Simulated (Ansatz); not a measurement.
The starting structures come from a database of crystals and need not be the phases stable at ambient conditions.

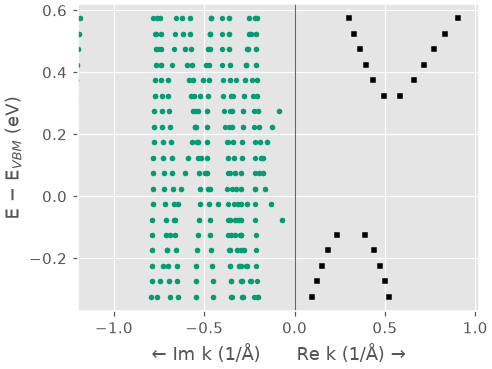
*Complex bands at the centre of the two-dimensional zone; r2SCAN run with Ansatz (a quantum-chemistry and plane-wave program)*

No gap correction and no spin-orbit coupling; mid-gap values are interpolated between computed energies.

**Question.** This is SiRu (P2_13, not sure to be the ambient phase, 8 atoms a cell, 13.0 Å³ an atom) along the normal of (111). Read off the slowest decay at the centre of the two-dimensional zone at 0.12 eV, the computed energy nearest the middle of the gap.

**Answer.** κ ≈ 0.17 1/Å, a decay length 1/(2κ) of the density of 2.9 Å.
